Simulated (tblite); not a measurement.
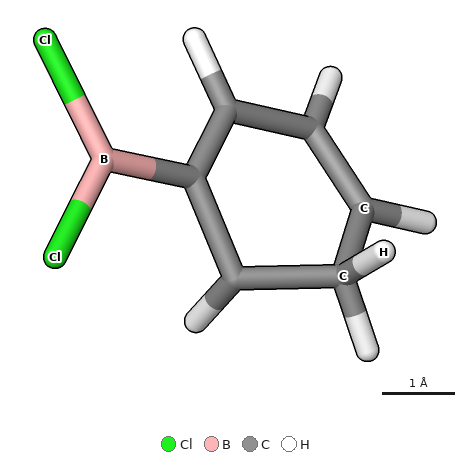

**Figure 1.** The input geometry (stick view, seen at a tilt). Bond lengths as drawn: B–C 1.57 Å, B–Cl 1.85 Å, C–C 1.33 to 1.54 Å and C–H 1.08 to 1.11 Å.

## Geometry relaxation of C₆H₆BCl₂ (part 1 of 2)

- system: C₆H₆BCl₂, multiplicity 2, SMILES ClB(Cl)C1=CC=CC[CH]1
- method: GFN2-xTB geometry optimisation, gas phase (tblite 0.8.0)

It belongs to a series of runs on one base structure; here: H added to aryl C.

Log:
```
step      E/eV     max force
  0    -712.12169    3.066
  1    -712.43907    1.983
  2    -712.67948    1.091
  3    -712.78381    0.911
  4    -712.84193    0.850
  5    -712.90986    0.782
  6    -712.98021    0.885
  7    -713.06347    0.856
  8    -713.13436    0.773
  9    -713.20961    0.666
 10    -713.27041    0.659
 11    -713.32861    0.669
 12    -713.37226    0.724
 13    -713.39154    0.972
 14    -713.42766    0.474
 15    -713.45347    0.309
 16    -713.47878    0.276
 17    -713.49551    0.290
 18    -713.50657    0.350
 19    -713.52396    0.329
 20    -713.54508    0.365
 21    -713.57007    0.414
 22    -713.59555    0.502
 23    -713.62110    0.468
 24    -713.64416    0.402
 25    -713.66149    0.310
 26    -713.67606    0.328
 27    -713.68978    0.334
 28    -713.70425    0.329
 29    -713.71796    0.275
 30    -713.72946    0.329
 31    -713.74011    0.327
 32    -713.74787    0.191
 33    -713.75266    0.247
 34    -713.75627    0.193
 35    -713.75990    0.204
 36    -713.76465    0.133
 37    -713.76670    0.127
 38    -713.76822    0.119
 39    -713.76934    0.107
 40    -713.77059    0.108
 41    -713.77164    0.086
 42    -713.77248    0.057
 43    -713.77310    0.057
 44    -713.77360    0.056
 45    -713.77403    0.057
 46    -713.77438    0.050
 47    -713.77465    0.042
 48    -713.77487    0.037
 49    -713.77506    0.035
 50    -713.77525    0.034
 51    -713.77548    0.037
 52    -713.77576    0.041
 53    -713.77611    0.044
 54    -713.77655    0.055
 55    -713.77713    0.058
 56    -713.77790    0.077
 57    -713.77883    0.083
 58    -713.77975    0.063
 59    -713.78043    0.054
 60    -713.78086    0.039
 61    -713.78116    0.043
 62    -713.78141    0.041
 63    -713.78161    0.040
 64    -713.78175    0.029
 65    -713.78183    0.021
 66    -713.78190    0.017
 67    -713.78196    0.020
 68    -713.78200    0.018
 69    -713.78204    0.015
 70    -713.78207    0.014
 71    -713.78209    0.013
 72    -713.78210    0.011
 73    -713.78212    0.012
 74    -713.78215    0.016
 75    -713.78219    0.027
 76    -713.78228    0.043
 77    -713.78241    0.047
 78    -713.78253    0.033
 79    -713.78261    0.019
 80    -713.78267    0.022
 81    -713.78274    0.031
 82    -713.78286    0.040
 83    -713.78297    0.033
 84    -713.78306    0.021
 85    -713.78311    0.017
 86    -713.78315    0.018
 87    -713.78321    0.023
 88    -713.78328    0.018
 89    -713.78333    0.015
 90    -713.78336    0.017
 91    -713.78340    0.017
 92    -713.78344    0.015
 93    -713.78349    0.017
 94    -713.78354    0.018
 95    -713.78358    0.014
 96    -713.78361    0.018
 97    -713.78364    0.018
 98    -713.78367    0.013
 99    -713.78369    0.011
100    -713.78369    0.006
```

Trajectory as extended XYZ (Å, eV, eV/Å), 32 of the 101 frames kept, from step=0 to step=100:
```
15
Properties=species:S:1:pos:R:3:forces:R:3 step=0 energy=-712.12169
Cl    3.2273    1.7097   -1.2931   -0.9300  -1.6030   0.1380
B     2.2710    0.1389   -1.1063    0.8030  -0.1200  -0.3030
Cl    2.9917   -1.4055   -1.8358   -0.6980   1.6560   0.7110
C     0.8894    0.0954   -0.3565    1.0910  -2.0970  -0.7440
C     0.3722    1.1779    0.2493   -1.7280   0.7400   0.5070
C    -0.9338    1.1147    0.9309    1.1680   0.3010  -0.2210
C    -1.7102    0.0414    0.8090   -0.1780   0.0130  -0.0860
C    -1.3270   -1.0734   -0.1189    0.4510  -1.1600  -0.3510
C     0.1960   -1.2453   -0.2038   -0.9240   2.3770   1.7010
H     0.8916    2.1265    0.2287   -0.0510  -0.0820  -0.0470
H    -1.2519    1.9466    1.5443    0.2190  -0.0050  -0.0230
H    -2.6646   -0.0009    1.3325    0.2010  -0.1610  -0.2900
H    -1.7289   -0.8417   -1.1259    0.0700  -0.0330   0.3310
H    -1.7908   -2.0294    0.2152    0.2590   0.5560  -0.2530
H     0.5635   -1.7471    0.7084    0.2490  -0.3800  -1.0690
15
Properties=species:S:1:pos:R:3:forces:R:3 step=3 energy=-712.78381
Cl    3.1686    1.6100   -1.2848   -0.0990  -0.0700   0.0020
B     2.3013    0.1253   -1.1073   -0.6040  -0.1300   0.6270
Cl    2.9527   -1.3061   -1.7960    0.0780  -0.0860  -0.1050
C     0.9226    0.0559   -0.3601   -0.2170   0.7120   0.4650
C     0.3354    1.1834    0.2214    0.1670   0.0840  -0.4120
C    -0.9031    1.1161    0.9265   -0.0990  -0.0890  -0.1560
C    -1.7076    0.0455    0.7968   -0.0370   0.1390  -0.0130
C    -1.3147   -1.0913   -0.1257   -0.2730   0.5620   0.3570
C     0.1587   -1.1290   -0.1013    0.3050  -0.2420   0.1270
H     0.8814    2.1136    0.2242   -0.0420   0.0830  -0.1590
H    -1.2323    1.9448    1.5408    0.2580  -0.0220  -0.0510
H    -2.6533   -0.0116    1.3152    0.0030  -0.0670  -0.0490
H    -1.7227   -0.8458   -1.1117    0.0910  -0.0180  -0.1790
H    -1.7774   -2.0162    0.2049    0.1230  -0.1590   0.0210
H     0.5861   -1.7866    0.6353    0.3460  -0.6960  -0.4760
15
Properties=species:S:1:pos:R:3:forces:R:3 step=6 energy=-712.98021
Cl    3.1282    1.5611   -1.2794    0.0200   0.3610   0.0620
B     2.2534    0.1032   -1.0321    0.4120  -0.0190  -0.0250
Cl    2.9414   -1.2766   -1.7897   -0.0680  -0.3740  -0.0050
C     0.9094    0.0800   -0.3029   -0.1230  -0.8440   0.2370
C     0.3157    1.2225    0.1762   -0.5280   0.3470   0.4240
C    -0.9009    1.1243    0.9061   -0.1180   0.5080  -0.0710
C    -1.7167    0.0673    0.7929   -0.1190   0.0530   0.0620
C    -1.3233   -1.0549   -0.0956    0.4530  -0.6450  -0.1920
C     0.1689   -1.1026   -0.0408   -0.0910  -0.3980  -0.1980
H     0.8731    2.1306    0.1970    0.0640   0.4920  -0.2230
H    -1.1883    1.9439    1.5330   -0.0270   0.3080   0.1570
H    -2.6532   -0.0220    1.3057   -0.2000   0.1340   0.1960
H    -1.7022   -0.8503   -1.1195    0.2570  -0.0010   0.2130
H    -1.7530   -2.0196    0.2027    0.0440   0.2510   0.0660
H     0.6431   -1.8988    0.5244    0.0230  -0.1740  -0.7030
15
Properties=species:S:1:pos:R:3:forces:R:3 step=10 energy=-713.27041
Cl    3.0777    1.5653   -1.2546   -0.0370  -0.0060   0.1120
B     2.2628    0.0732   -0.9395    0.0460   0.0280   0.0140
Cl    2.9083   -1.3091   -1.7709   -0.1310   0.0060   0.2410
C     0.8948    0.0404   -0.1917    0.3370   0.5000  -0.2100
C     0.2711    1.2706    0.1677    0.3970  -0.4460   0.0900
C    -0.9524    1.2036    0.8738    0.0620  -0.1890   0.0980
C    -1.7333    0.0951    0.7923    0.1050   0.0590   0.0870
C    -1.2815   -1.0722   -0.0628   -0.2840   0.3970   0.3950
C     0.1897   -1.1458   -0.0193    0.2510   0.2970  -0.1390
H     0.8465    2.2019    0.1187   -0.3950  -0.5220  -0.0800
H    -1.1613    2.0153    1.5569   -0.3590   0.0360  -0.2300
H    -2.6740   -0.0050    1.3237    0.2180   0.0870  -0.1010
H    -1.6222   -0.8589   -1.0918    0.1160  -0.0550   0.0030
H    -1.7362   -2.0085    0.2275   -0.2250  -0.1840   0.2200
H     0.7057   -2.0580    0.2481   -0.1010  -0.0080  -0.5010
15
Properties=species:S:1:pos:R:3:forces:R:3 step=13 energy=-713.39154
Cl    3.0460    1.5768   -1.2205    0.2950   0.1050  -0.0270
B     2.3045    0.0657   -0.9007   -0.3360   0.1440   0.0760
Cl    2.8647   -1.3346   -1.7171    0.2260  -0.1340   0.0220
C     0.9380    0.0388   -0.1626   -0.3170   0.0150   0.0180
C     0.2797    1.2403    0.2004   -0.0690   0.1360   0.1110
C    -0.9682    1.2342    0.8736    0.3980  -0.2510   0.2520
C    -1.7274    0.1155    0.8071    0.0020  -0.0800   0.1990
C    -1.2695   -1.0633   -0.0018    0.1100  -0.0010  -0.1000
C     0.2213   -1.1347   -0.0299    0.0880  -0.8620  -0.0070
H     0.7772    2.1806    0.0571    0.1930   0.1110   0.0290
H    -1.2105    2.0741    1.5373   -0.1050  -0.3420  -0.6260
H    -2.6633    0.0251    1.3281   -0.1430   0.0330   0.0460
H    -1.5525   -0.8733   -1.0583   -0.1760  -0.0740   0.1080
H    -1.7580   -2.0086    0.2784    0.2250   0.3400   0.1240
H     0.7134   -2.1286   -0.0130   -0.3910   0.8610  -0.2260
15
Properties=species:S:1:pos:R:3:forces:R:3 step=16 energy=-713.47878
Cl    3.0732    1.5858   -1.2165    0.0790  -0.1440   0.0410
B     2.2877    0.0804   -0.9041    0.1030  -0.0300  -0.1570
Cl    2.8790   -1.3443   -1.7002    0.0930   0.1510   0.1440
C     0.9251    0.0404   -0.1734    0.0380  -0.1560  -0.0490
C     0.2891    1.2349    0.2169    0.0260   0.1250  -0.0220
C    -0.9367    1.2013    0.8992   -0.1200   0.0400  -0.0070
C    -1.7202    0.1062    0.8276   -0.0250  -0.2160   0.0520
C    -1.2675   -1.0555    0.0063   -0.0150  -0.1680  -0.0680
C     0.2150   -1.1387   -0.0436   -0.1500   0.1860  -0.0280
H     0.7813    2.1728    0.0585    0.1880   0.1890   0.0700
H    -1.2414    2.0550    1.4774   -0.0710   0.1910  -0.0060
H    -2.6688    0.0342    1.3302   -0.0650   0.0290   0.0310
H    -1.5667   -0.8811   -1.0465   -0.2200   0.0020   0.0620
H    -1.7491   -1.9861    0.3021    0.0710  -0.0630   0.1520
H     0.6957   -2.0973   -0.0558    0.0680  -0.1360  -0.2140
15
Properties=species:S:1:pos:R:3:forces:R:3 step=19 energy=-713.52396
Cl    3.0958    1.5787   -1.1948    0.0900  -0.0550   0.0120
B     2.2954    0.0833   -0.9035   -0.0650  -0.0410   0.0800
Cl    2.8932   -1.3461   -1.6499    0.2230  -0.0390  -0.0340
C     0.9287    0.0316   -0.1695   -0.0420   0.2940  -0.0330
C     0.2992    1.2386    0.2378   -0.0250  -0.0300  -0.0370
C    -0.9353    1.1969    0.9132   -0.0770   0.1340  -0.2510
C    -1.7122    0.0887    0.8587    0.0610   0.2070  -0.0110
C    -1.2628   -1.0676    0.0297   -0.1140   0.0340   0.1450
C     0.2148   -1.1421   -0.0645    0.0830   0.0310  -0.1740
H     0.7851    2.1852    0.0468    0.0200  -0.1350   0.1970
H    -1.2889    2.0840    1.4172    0.0570   0.0100   0.0670
H    -2.6796    0.0544    1.3383    0.0850  -0.0840  -0.0350
H    -1.5855   -0.8948   -1.0153   -0.2840  -0.0710   0.0490
H    -1.7369   -1.9823    0.3629    0.0370  -0.3210   0.0620
H     0.6847   -2.1005   -0.2290   -0.0480   0.0660  -0.0360
15
Properties=species:S:1:pos:R:3:forces:R:3 step=23 energy=-713.62110
Cl    3.1844    1.5384   -1.1653   -0.0730   0.1170   0.0530
B     2.2969    0.0838   -0.9190    0.2070   0.0090   0.1470
Cl    3.0100   -1.3393   -1.5835   -0.0790  -0.1030   0.0390
C     0.9093    0.0647   -0.2124   -0.0860  -0.2830  -0.1840
C     0.3052    1.2601    0.2489   -0.1130   0.0110  -0.0810
C    -0.9551    1.2224    0.8712    0.0130  -0.0790   0.0200
C    -1.6964    0.0821    0.8929   -0.0990   0.1250  -0.2660
C    -1.2902   -1.1005    0.0725    0.1300   0.0720  -0.0330
C     0.1877   -1.1119   -0.1573   -0.2280   0.0660  -0.1490
H     0.8437    2.1876    0.1298   -0.0750  -0.0170   0.1260
H    -1.3382    2.1190    1.3430    0.1090  -0.0840   0.0350
H    -2.6760    0.0542    1.3446    0.0500   0.0140   0.0900
H    -1.7547   -0.9438   -0.9371    0.0400  -0.3040   0.3530
H    -1.6815   -2.0560    0.4665    0.2260   0.3890  -0.1200
H     0.6506   -2.0529   -0.4165   -0.0230   0.0680  -0.0290
15
Properties=species:S:1:pos:R:3:forces:R:3 step=26 energy=-713.67606
Cl    3.2253    1.5375   -1.1365   -0.1520  -0.0190   0.1150
B     2.3256    0.0849   -0.9026    0.0200  -0.1020  -0.0330
Cl    3.0659   -1.3577   -1.5363   -0.1890   0.1230   0.1580
C     0.8916    0.0667   -0.2639    0.1500   0.1630  -0.0360
C     0.3007    1.2580    0.2440    0.1090  -0.0010  -0.1690
C    -0.9630    1.2342    0.8468    0.0060  -0.1210   0.0290
C    -1.7030    0.0983    0.8786   -0.0430  -0.0590   0.0190
C    -1.2904   -1.1012    0.1009   -0.0240   0.0780  -0.1870
C     0.1527   -1.0898   -0.2434    0.1680  -0.0150  -0.0260
H     0.8590    2.1765    0.1961    0.0240   0.0550   0.0130
H    -1.3557    2.1285    1.3039    0.1100   0.0740   0.1010
H    -2.6630    0.0580    1.3609   -0.1140   0.0510   0.0870
H    -1.8491   -1.0199   -0.8463   -0.0860  -0.1660  -0.2700
H    -1.6207   -2.0533    0.5209    0.1150   0.0360   0.2700
H     0.6199   -2.0127   -0.5451   -0.0940  -0.0980  -0.0710
15
Properties=species:S:1:pos:R:3:forces:R:3 step=29 energy=-713.71796
Cl    3.2347    1.5338   -1.0912    0.0130   0.1060   0.0790
B     2.3483    0.0753   -0.8851   -0.2200   0.1620  -0.0330
Cl    3.0827   -1.3595   -1.4671    0.0440  -0.1950   0.0090
C     0.8940    0.0761   -0.3054   -0.0790   0.0600   0.1040
C     0.3038    1.2600    0.2213   -0.0230   0.0350   0.1470
C    -0.9636    1.2330    0.8333    0.0920   0.0710  -0.1050
C    -1.7144    0.1049    0.8696    0.0860   0.0080  -0.0360
C    -1.2889   -1.0980    0.0980   -0.1430  -0.0800   0.0070
C     0.1426   -1.0744   -0.3182   -0.1370   0.1720   0.0060
H     0.8723    2.1786    0.2442   -0.0200  -0.0990  -0.1070
H    -1.3510    2.1422    1.2752    0.1540  -0.0560   0.0990
H    -2.6666    0.0708    1.3854    0.1310  -0.0100  -0.1250
H    -1.9302   -1.1141   -0.8008    0.0630  -0.1140  -0.2100
H    -1.5439   -2.0314    0.6098    0.1210  -0.0200   0.1610
H     0.5758   -1.9894   -0.6909   -0.0810  -0.0400   0.0070
15
Properties=species:S:1:pos:R:3:forces:R:3 step=32 energy=-713.74787
Cl    3.2212    1.5489   -1.0576    0.0420  -0.0220   0.0320
B     2.3388    0.0830   -0.8795    0.0110   0.0160  -0.1050
Cl    3.0745   -1.3772   -1.4363    0.0080   0.0650   0.0490
C     0.8877    0.0859   -0.3160   -0.1120  -0.1490  -0.0410
C     0.3042    1.2645    0.2125    0.0020   0.0220   0.1190
C    -0.9580    1.2363    0.8175   -0.0310   0.0180   0.0820
C    -1.7172    0.1131    0.8444    0.0010   0.0030  -0.1070
C    -1.3019   -1.0982    0.0797    0.0190  -0.0340   0.0740
C     0.1258   -1.0564   -0.3500   -0.1600   0.0010   0.0040
H     0.8754    2.1731    0.2530    0.1060   0.0920  -0.1090
H    -1.3069    2.1373    1.2993   -0.0210   0.0050   0.0840
H    -2.6540    0.0749    1.3844    0.0590   0.0130  -0.1240
H    -1.9487   -1.1854   -0.8177    0.0940  -0.0760   0.1050
H    -1.4864   -2.0094    0.6640   -0.0320   0.0020  -0.0350
H     0.5412   -1.9824   -0.7196    0.0140   0.0460  -0.0280
15
Properties=species:S:1:pos:R:3:forces:R:3 step=35 energy=-713.75990
Cl    3.2349    1.5512   -1.0324   -0.0120  -0.0740   0.0160
B     2.3374    0.0893   -0.8882   -0.1060  -0.0590   0.0060
Cl    3.0866   -1.3813   -1.4016   -0.0030   0.1030   0.0190
C     0.8746    0.0837   -0.3324    0.0090   0.1330  -0.0170
C     0.3115    1.2642    0.2272    0.0690  -0.0200  -0.0670
C    -0.9563    1.2405    0.8186    0.0490   0.0170   0.0430
C    -1.7149    0.1167    0.8314   -0.0230   0.0480  -0.0060
C    -1.3065   -1.1065    0.0891    0.0500   0.0230  -0.0080
C     0.1014   -1.0482   -0.3831    0.1720  -0.1070  -0.0240
H     0.8886    2.1735    0.2529    0.0420  -0.0230  -0.0530
H    -1.3100    2.1422    1.2973   -0.0200  -0.0340   0.0770
H    -2.6448    0.0827    1.3738   -0.1230   0.0090  -0.0560
H    -1.9654   -1.2340   -0.7908   -0.0120  -0.0670   0.0820
H    -1.4588   -2.0033    0.7036   -0.0330  -0.0260  -0.0170
H     0.5172   -1.9627   -0.7874   -0.0580   0.0770   0.0040
15
Properties=species:S:1:pos:R:3:forces:R:3 step=39 energy=-713.76934
Cl    3.2396    1.5407   -1.0046    0.0130   0.0350  -0.0030
B     2.3227    0.0900   -0.8910    0.0920   0.0150  -0.0170
Cl    3.0956   -1.3724   -1.3681    0.0040  -0.0440  -0.0340
C     0.8627    0.0936   -0.3529    0.0010  -0.0430  -0.0250
C     0.3188    1.2686    0.2264   -0.0490   0.0040  -0.0060
C    -0.9474    1.2445    0.8229   -0.0340  -0.0190   0.0180
C    -1.7175    0.1270    0.8153    0.0060  -0.0370   0.0400
C    -1.3023   -1.1093    0.0947    0.0020   0.0040   0.0180
C     0.0942   -1.0418   -0.4095   -0.0370   0.0250   0.0310
H     0.9080    2.1699    0.2458    0.0010   0.0010  -0.0020
H    -1.3040    2.1381    1.3149    0.0080  -0.0110   0.0370
H    -2.6550    0.0922    1.3495   -0.0450   0.0410  -0.0880
H    -1.9834   -1.2958   -0.7546   -0.0170   0.0260   0.0040
H    -1.4283   -1.9932    0.7373    0.0250   0.0120   0.0350
H     0.4919   -1.9441   -0.8479    0.0300  -0.0090  -0.0080
15
Properties=species:S:1:pos:R:3:forces:R:3 step=42 energy=-713.77248
Cl    3.2415    1.5436   -1.0010    0.0250   0.0130  -0.0100
B     2.3271    0.0928   -0.8945    0.0080  -0.0460  -0.0110
Cl    3.0969   -1.3774   -1.3718   -0.0230   0.0480  -0.0100
C     0.8622    0.0953   -0.3589    0.0090  -0.0160   0.0120
C     0.3151    1.2685    0.2244    0.0320  -0.0160   0.0020
C    -0.9486    1.2437    0.8281    0.0250  -0.0220   0.0250
C    -1.7171    0.1255    0.8191   -0.0320   0.0200  -0.0320
C    -1.2996   -1.1094    0.0992   -0.0340  -0.0200   0.0110
C     0.0955   -1.0409   -0.4069   -0.0240  -0.0050  -0.0280
H     0.9108    2.1657    0.2377   -0.0380   0.0350   0.0250
H    -1.3011    2.1326    1.3326    0.0110  -0.0100  -0.0130
H    -2.6708    0.1015    1.3237   -0.0240   0.0110  -0.0270
H    -1.9844   -1.3017   -0.7468    0.0050   0.0350   0.0100
H    -1.4230   -1.9910    0.7451    0.0320  -0.0030   0.0400
H     0.4911   -1.9409   -0.8519    0.0280  -0.0230   0.0060
15
Properties=species:S:1:pos:R:3:forces:R:3 step=45 energy=-713.77403
Cl    3.2463    1.5460   -0.9980   -0.0070  -0.0360  -0.0050
B     2.3296    0.0910   -0.8970   -0.0410   0.0390   0.0080
Cl    3.0967   -1.3753   -1.3718    0.0100  -0.0020  -0.0280
C     0.8619    0.0943   -0.3634    0.0080   0.0060   0.0140
C     0.3172    1.2665    0.2241    0.0130  -0.0130   0.0470
C    -0.9449    1.2392    0.8331    0.0070   0.0070  -0.0210
C    -1.7209    0.1269    0.8158   -0.0040   0.0070  -0.0250
C    -1.3017   -1.1111    0.1020    0.0260   0.0040  -0.0030
C     0.0915   -1.0401   -0.4127    0.0230   0.0080  -0.0110
H     0.9086    2.1673    0.2398   -0.0290  -0.0020   0.0170
H    -1.2973    2.1278    1.3374    0.0130   0.0080  -0.0070
H    -2.6813    0.1083    1.3080   -0.0060   0.0090  -0.0110
H    -1.9894   -1.3067   -0.7392   -0.0100  -0.0110   0.0120
H    -1.4112   -1.9875    0.7584    0.0020   0.0000   0.0030
H     0.4905   -1.9387   -0.8585   -0.0030  -0.0240   0.0100
15
Properties=species:S:1:pos:R:3:forces:R:3 step=48 energy=-713.77487
Cl    3.2465    1.5431   -0.9995   -0.0010   0.0040  -0.0020
B     2.3267    0.0927   -0.8980    0.0240  -0.0050  -0.0170
Cl    3.0957   -1.3726   -1.3800   -0.0080   0.0010  -0.0220
C     0.8626    0.0941   -0.3617    0.0010  -0.0040   0.0080
C     0.3192    1.2645    0.2289   -0.0090   0.0020   0.0220
C    -0.9438    1.2383    0.8339   -0.0220   0.0040   0.0100
C    -1.7238    0.1291    0.8101    0.0090  -0.0110   0.0120
C    -1.3002   -1.1111    0.1025    0.0040   0.0060  -0.0110
C     0.0929   -1.0405   -0.4126    0.0050  -0.0070   0.0190
H     0.9035    2.1690    0.2419    0.0150   0.0010   0.0200
H    -1.2916    2.1257    1.3428   -0.0100   0.0200  -0.0160
H    -2.6878    0.1122    1.2964    0.0080   0.0090  -0.0150
H    -1.9897   -1.3070   -0.7365   -0.0070  -0.0360  -0.0060
H    -1.4077   -1.9868    0.7611   -0.0060   0.0190  -0.0020
H     0.4931   -1.9427   -0.8509   -0.0020  -0.0020   0.0000
15
Properties=species:S:1:pos:R:3:forces:R:3 step=52 energy=-713.77576
Cl    3.2493    1.5426   -1.0007   -0.0030   0.0120  -0.0040
B     2.3282    0.0935   -0.9030   -0.0230  -0.0050   0.0230
Cl    3.0939   -1.3706   -1.3931   -0.0100  -0.0020  -0.0260
C     0.8648    0.0934   -0.3583    0.0100   0.0000   0.0190
C     0.3216    1.2615    0.2398    0.0160   0.0070  -0.0300
C    -0.9450    1.2379    0.8376    0.0260   0.0080  -0.0160
C    -1.7247    0.1292    0.8075   -0.0140   0.0260  -0.0200
C    -1.2989   -1.1110    0.1019   -0.0150  -0.0050   0.0190
C     0.0949   -1.0414   -0.4116   -0.0070   0.0070   0.0030
H     0.9023    2.1689    0.2520    0.0280  -0.0210   0.0210
H    -1.2929    2.1292    1.3398   -0.0200  -0.0040  -0.0040
H    -2.6942    0.1192    1.2809   -0.0190  -0.0150   0.0030
H    -1.9927   -1.3191   -0.7316    0.0290  -0.0050  -0.0020
H    -1.4039   -1.9807    0.7674    0.0020  -0.0220   0.0180
H     0.4930   -1.9447   -0.8505    0.0000   0.0190  -0.0030
```
